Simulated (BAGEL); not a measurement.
# InH3 (SMILES [InH3]): a chain of runs

We compute a single-point energy (HF/x2c-SVPall), then a single-point energy (NEVPT2(2,2)/x2c-SVPall), then the energy (CASPT2(2,2)/x2c-SVPall) of InH3. 

The calculation is run with BAGEL 1.2.2.

1 further run of the same task is left out (set aside as unsound or not needed).

## Step 1: The system as given

The species is InH3 (4 atoms), meant as a singlet with charge 0. As SMILES, `[InH3]`. The shape is that of a PBE0-D4/def2-TZVP optimisation.

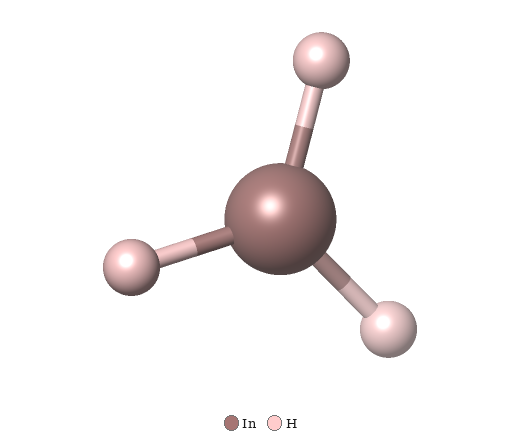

The structure, seen from a chosen angle (indium brown, hydrogen pink).

## Step 2: A single-point energy at HF/x2c-SVPall (DKH2, density fitting with AutoAux) (run 1)

File input.json:

```json
{ "bagel": [

{
  "title": "molecule",
  "basis": "x2c-svpall.json",
  "df_basis": "x2c-svpall-autoaux.json",
  "dkh": true,
  "geometry": [
    { "atom": "In", "xyz": [  0.02625774, -0.02857077, -0.00965272 ] },
    { "atom": "H", "xyz": [  0.78518120,  2.86482480,  1.28161226 ] },
    { "atom": "H", "xyz": [ -2.07039339, -0.20280352, -2.49709922 ] },
    { "atom": "H", "xyz": [  1.36399487, -2.74769769,  1.18673289 ] }
  ]
},
{
  "title": "hf"
},
{
  "title": "print",
  "file": "orbitals.molden",
  "orbitals": true
}

]}
```

The basis set x2c-SVPall is read from a file made from the Basis Set Exchange's data (not shown).

Run with:

```console
$ BAGEL_NUM_THREADS=1 BAGEL input.json > input.out
```

Output:

```text
* using 1 threads per process

  ===============================================================
  ===============================================================

  *** Geometry ***

  { "atom" : "In", "xyz" : [      0.026258,     -0.028571,     -0.009653 ] },
  { "atom" : "H", "xyz" : [      0.785181,      2.864825,      1.281612 ] },
  { "atom" : "H", "xyz" : [     -2.070393,     -0.202804,     -2.497099 ] },
  { "atom" : "H", "xyz" : [      1.363995,     -2.747698,      1.186733 ] },

  Number of auxiliary basis functions:      435

  Since a DF basis is specified, we compute 2- and 3-index integrals:
    o Being stored without compression. Storage requirement is 0.009 GB

  Number of basis functions:       51
  Number of electrons      :       52

    * METHOD: MOLECULE                             0.14

  *** RHF ***

  === Nuclear Repulsion ===
    45.6516225841

      * DIIS with orbital gradients will be used.

  === RHF iteration (x2c-svpall.json) ===
      0      -5877.85084307          0.00454714           0.04
      1      -5877.86176206          0.00115286           0.04
      2      -5877.86251109          0.00008086           0.04
      3      -5877.86251562          0.00002029           0.04
      4      -5877.86251587          0.00000267           0.04
      5      -5877.86251587          0.00000026           0.04
      6      -5877.86251587          0.00000004           0.04
      7      -5877.86251587          0.00000000           0.04
    * SCF iteration converged.

    * Permanent dipole moment:
           (    0.000023,     0.000026,     0.000093) a.u.

    * METHOD: HF                                   0.59

    * METHOD: PRINT                                0.01

  ===============================================================
```

Run time: 0.87 s. Hardware: 1 thread of Arm Neoverse V1, shared host; peak memory 0.14 GiB.

## Step 3: A single-point energy at NEVPT2(2,2)/x2c-SVPall (DKH2, density fitting with AutoAux) (run 2)

File calc.json:

```json
{ "bagel" : [

{
  "title" : "molecule",
  "basis" : "x2c-svpall.json",
  "df_basis" : "x2c-svpall-autoaux.json",
  "angstrom" : false,
  "dkh" : true,
  "geometry" : [
    { "atom" : "In", "xyz" : [  0.02625774, -0.02857077, -0.00965272 ] },
    { "atom" : "H", "xyz" : [  0.78518120,  2.86482480,  1.28161226 ] },
    { "atom" : "H", "xyz" : [ -2.07039339, -0.20280352, -2.49709922 ] },
    { "atom" : "H", "xyz" : [  1.36399487, -2.74769769,  1.18673289 ] }
  ]
},
{
  "title" : "hf"
},
{
  "title" : "nevpt2",
  "nstate" : 1,
  "nact" : 2,
  "nclosed" : 25,
  "nspin" : 0,
  "active" : [26, 29],
  "maxiter" : 200,
  "natocc" : true,
  "ncore" : 18
},
{
  "title" : "print",
  "file" : "orbitals.molden",
  "orbitals" : true
}

]}
```

The basis set x2c-SVPall is read from a file made from the Basis Set Exchange's data (not shown).

Run with:

```console
$ BAGEL_NUM_THREADS=1 BAGEL calc.json > calc.out
```

Output:

```text
* using 1 threads per process

  ===============================================================
  ===============================================================

  *** Geometry ***

  { "atom" : "In", "xyz" : [      0.026258,     -0.028571,     -0.009653 ] },
  { "atom" : "H", "xyz" : [      0.785181,      2.864825,      1.281612 ] },
  { "atom" : "H", "xyz" : [     -2.070393,     -0.202804,     -2.497099 ] },
  { "atom" : "H", "xyz" : [      1.363995,     -2.747698,      1.186733 ] },

  Number of auxiliary basis functions:      435

  Since a DF basis is specified, we compute 2- and 3-index integrals:
    o Being stored without compression. Storage requirement is 0.009 GB

  Number of basis functions:       51
  Number of electrons      :       52

    * METHOD: MOLECULE                             0.14

  *** RHF ***

  === Nuclear Repulsion ===
    45.6516225841

      * DIIS with orbital gradients will be used.

  === RHF iteration (x2c-svpall.json) ===
      0      -5877.85084307          0.00454714           0.04
      1      -5877.86176206          0.00115286           0.04
      2      -5877.86251109          0.00008086           0.04
      3      -5877.86251562          0.00002029           0.04
      4      -5877.86251587          0.00000267           0.04
      5      -5877.86251587          0.00000026           0.04
      6      -5877.86251587          0.00000004           0.04
      7      -5877.86251587          0.00000000           0.04
    * SCF iteration converged.

    * Permanent dipole moment:
           (    0.000023,     0.000026,     0.000093) a.u.

    * METHOD: HF                                   0.59

    * freezing 18 orbitals
  ---------------------------
      CASSCF calculation
  ---------------------------

    ==== Active orbitals : =====
         Orbital 26
         Orbital 29
    ============================

    * nstate   :      1
    * nclosed  :     25
    * nact     :      2
    * nvirt    :     24
  === CASSCF iteration (x2c-svpall.json) ===

    * Using the second-order algorithm

      0  0     -5877.86314240     1.62e-04      0.01

      1  0     -5877.86578040     2.68e-04      0.20

      2  0     -5877.86716036     3.70e-04      0.16

      3  0     -5877.87548269     1.88e-03      0.16

      4  0     -5877.87753142     2.74e-04      0.18

      5  0     -5877.87760961     1.05e-04      0.18

      6  0     -5877.87761338     3.17e-05      0.18

      7  0     -5877.87761362     8.81e-06      0.19

      8  0     -5877.87761364     2.37e-06      0.18

      9  0     -5877.87761364     6.32e-07      0.18

     10  0     -5877.87761364     1.67e-07      0.16

     11  0     -5877.87761364     4.43e-08      0.15

     12  0     -5877.87761364     1.18e-08      0.15

     13  0     -5877.87761364     3.11e-09      0.13

    * Second-order optimization converged. *

     guess   0:   closed 1.                   open ..

  === FCI iteration ===

      0  0     -5877.86225096     6.51e-02      0.00
      1  0     -5877.87759969     1.53e-03      0.00
      2  0 *   -5877.87761364     1.11e-15      0.00

     * ci vector, state   0, <S^2> = 0.0000
       2.     0.9931182409
       .2    -0.1171160093

  === DF-NEVPT2 calculation ===

    * 3-index integral transformation done
    * assembly done

      NEVPT2 correlation energy:   -0.1040054779      0.02

          (+0)     -0.0611873191
          (+0)'    -0.0165482550
          (+1)     -0.0037980864
          (+1)'    -0.0033717528
          (+2)     -0.0001739591
          (-1)     -0.0096804182
          (-1)'    -0.0011569737
          (-2)     -0.0080887138

      NEVPT2 total energy:       -5877.9816191144

    * METHOD: NEVPT2                               2.45

    * METHOD: PRINT                                0.01

  ===============================================================
```

It took 3.3 s on 1 thread of Arm Neoverse V1, shared host; peak memory 0.14 GiB.

## Step 4: The energy at CASPT2(2,2)/x2c-SVPall (DKH2, density fitting with AutoAux) (run 3)

File job.json:

```json
{ "bagel": [

{
  "title": "molecule",
  "basis": "x2c-svpall.json",
  "df_basis": "x2c-svpall-autoaux.json",
  "dkh": "true",
  "geometry": [
    { "atom": "In", "xyz": [     0.02625774,    -0.02857077,    -0.00965272 ] },
    { "atom": "H", "xyz": [     0.78518120,     2.86482480,     1.28161226 ] },
    { "atom": "H", "xyz": [    -2.07039339,    -0.20280352,    -2.49709922 ] },
    { "atom": "H", "xyz": [     1.36399487,    -2.74769769,     1.18673289 ] }
  ]
},

{
  "title": "hf"
},

{
  "title": "casscf",
  "nstate": 1,
  "nact": 2,
  "nclosed": 25,
  "active": [26, 29],
  "maxiter": 200,
  "natocc": "true"
},

{
  "title": "print",
  "file": "orbitals.molden",
  "orbitals": "true"
},

{
  "title": "smith",
  "method": "caspt2",
  "ms": "true",
  "xms": "true",
  "sssr": "true",
  "shift": 0.2,
  "shift_imag": "true",
  "ncore": 18
}

]}
```

The basis set x2c-SVPall is read from a file made from the Basis Set Exchange's data (not shown).

Run with:

```console
$ BAGEL_NUM_THREADS=1 BAGEL job.json > job.out
```

Output:

```text
* using 1 threads per process

  ===============================================================
  ===============================================================

  *** Geometry ***

  { "atom" : "In", "xyz" : [      0.026258,     -0.028571,     -0.009653 ] },
  { "atom" : "H", "xyz" : [      0.785181,      2.864825,      1.281612 ] },
  { "atom" : "H", "xyz" : [     -2.070393,     -0.202804,     -2.497099 ] },
  { "atom" : "H", "xyz" : [      1.363995,     -2.747698,      1.186733 ] },

  Number of auxiliary basis functions:      435

  Since a DF basis is specified, we compute 2- and 3-index integrals:
    o Being stored without compression. Storage requirement is 0.009 GB

  Number of basis functions:       51
  Number of electrons      :       52

    * METHOD: MOLECULE                             0.14

  *** RHF ***

  === Nuclear Repulsion ===
    45.6516225841

      * DIIS with orbital gradients will be used.

  === RHF iteration (x2c-svpall.json) ===
      0      -5877.85084307          0.00454714           0.04
      1      -5877.86176206          0.00115286           0.04
      2      -5877.86251109          0.00008086           0.04
      3      -5877.86251562          0.00002029           0.04
      4      -5877.86251587          0.00000267           0.04
      5      -5877.86251587          0.00000026           0.04
      6      -5877.86251587          0.00000004           0.04
      7      -5877.86251587          0.00000000           0.04
    * SCF iteration converged.

    * Permanent dipole moment:
           (    0.000023,     0.000026,     0.000093) a.u.

    * METHOD: HF                                   0.55

  ---------------------------
      CASSCF calculation
  ---------------------------

    ==== Active orbitals : =====
         Orbital 26
         Orbital 29
    ============================

    * nstate   :      1
    * nclosed  :     25
    * nact     :      2
    * nvirt    :     24
  === CASSCF iteration (x2c-svpall.json) ===

    * Using the second-order algorithm

      0  0     -5877.86314240     1.62e-04      0.01

      1  0     -5877.86578040     2.68e-04      0.19

      2  0     -5877.86716036     3.70e-04      0.15

      3  0     -5877.87548269     1.88e-03      0.15

      4  0     -5877.87753142     2.74e-04      0.17

      5  0     -5877.87760961     1.05e-04      0.17

      6  0     -5877.87761338     3.17e-05      0.17

      7  0     -5877.87761362     8.81e-06      0.17

      8  0     -5877.87761364     2.37e-06      0.18

      9  0     -5877.87761364     6.32e-07      0.18

     10  0     -5877.87761364     1.67e-07      0.16

     11  0     -5877.87761364     4.43e-08      0.16

     12  0     -5877.87761364     1.18e-08      0.14

     13  0     -5877.87761364     3.11e-09      0.14

    * Second-order optimization converged. *

     guess   0:   closed 1.                   open ..

  === FCI iteration ===

      0  0     -5877.86225096     6.51e-02      0.00
      1  0     -5877.87759969     1.53e-03      0.00
      2  0 *   -5877.87761364     1.11e-15      0.00

     * ci vector, state   0, <S^2> = 0.0000
       2.     0.9931182409
       .2    -0.1171160093

    * METHOD: CASSCF                               2.31

    * METHOD: PRINT                                0.01

  === SMITH program ===

    * freezing 18 orbitals

    * Approximate memory requirement for SMITH calulation per MPI process:
      o Storage requirement for T-amplitude, lambda, and residual is 0.00 GB
      o Storage requirement for MO integrals is 0.00 GB
    * Calculating and saving rdm4f

    * Zeroth order energy : state  0       -0.8558030967

    * CASPT2 iteration is performed using orthogonal basis

      -------------------------------------------  CASPT2 iteration  ---------------------------------------------------
       #      aibj      arbs      arbi      airj      risj      airs      arst      rist         Etot      error   time
      ------------------------------------------------------------------------------------------------------------------

       0  -0.06037  -0.00962  -0.00956  -0.00417  -0.00026  -0.00243  -0.00000  -0.00000   -0.0864055  0.0016528   0.01
       1  -0.06050  -0.00967  -0.00959  -0.00431  -0.00029  -0.00251   0.00000  -0.00000   -0.0868637  0.0003653   0.01
       2  -0.06050  -0.00967  -0.00960  -0.00431  -0.00029  -0.00251  -0.00000  -0.00000   -0.0868847  0.0000953   0.01
       3  -0.06051  -0.00967  -0.00960  -0.00431  -0.00029  -0.00251  -0.00000  -0.00000   -0.0868859  0.0000220   0.01
       4  -0.06050  -0.00967  -0.00960  -0.00431  -0.00029  -0.00251   0.00000  -0.00000   -0.0868860  0.0000040   0.01
       5  -0.06051  -0.00967  -0.00960  -0.00431  -0.00029  -0.00251  -0.00000  -0.00000   -0.0868860  0.0000007   0.01

      ------------------------------------------------------------------------------------------------------------------

    * CASPT2 energy : state  0    -5877.9652642983
        w/o shift correction      -5877.9644996174
        reference weight              0.9631905793

    * METHOD: SMITH                                0.13

  ===============================================================
```

Run time: 3.3 s. Hardware: 1 thread of Arm Neoverse V1, shared host; peak memory 0.14 GiB.

## Step 5: What came out

```
                                   quantity           value
         run 1, HF/x2c-SVPall: total energy  -5877.86252 Eh
        run 1, HF/x2c-SVPall: dipole moment          0.00 D
          run 1, HF/x2c-SVPall: HOMO energy       -11.07 eV
          run 1, HF/x2c-SVPall: LUMO energy         0.76 eV
        run 1, HF/x2c-SVPall: HOMO–LUMO gap        11.83 eV
run 2, NEVPT2(2,2)/x2c-SVPall: total energy  -5877.98162 Eh
run 3, CASPT2(2,2)/x2c-SVPall: total energy  -5877.96526 Eh
```
